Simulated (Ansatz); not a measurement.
```cif
data_structure
_symmetry_space_group_name_H-M 'P 1'
_symmetry_Int_Tables_number 1
_cell_length_a 6.2667
_cell_length_b 6.2667
_cell_length_c 3.3620
_cell_angle_alpha 90.000
_cell_angle_beta 90.000
_cell_angle_gamma 120.000
_cell_volume 114.34
loop_
_atom_site_label
_atom_site_type_symbol
_atom_site_fract_x
_atom_site_fract_y
_atom_site_fract_z
_atom_site_occupancy
Y1 Y 0.50000 0.00000 0.00000 1
Y2 Y 0.00000 0.50000 0.00000 1
Y3 Y 0.50000 0.50000 0.00000 1
F1 F 0.00000 0.00000 0.00000 1
```

Space group P6/mmm; a generated structure, not necessarily the stable one.

The calculation used Ansatz 0.2.0, Kohn-Sham DFT of a periodic cell, r2SCAN, Ansatz PAW.

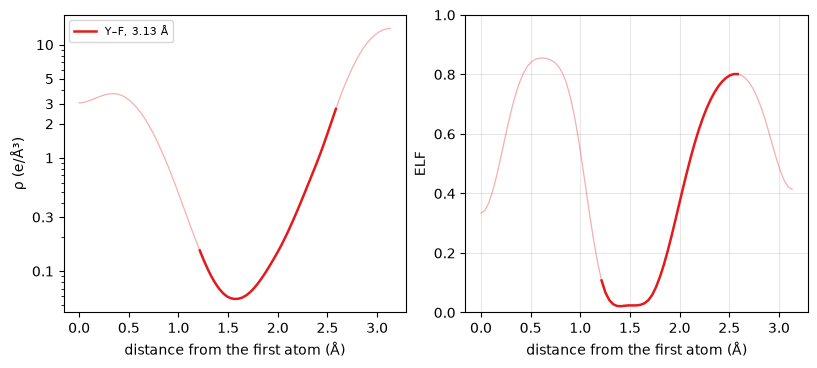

Y$_{3}$F. Valence charge density (pseudo) and electron localisation function along straight lines between neighbouring atoms. Thin, pale parts lie inside the atomic spheres.

Core electrons are frozen (PAW), and the valence fields are smoothed inside the atomic spheres.

What can be read from the curves?

Y–F (3.13 Å): the density is about 0.06 e/Å³ at the midpoint; the ELF is about 0 at the midpoint; no localised pair shows between them.
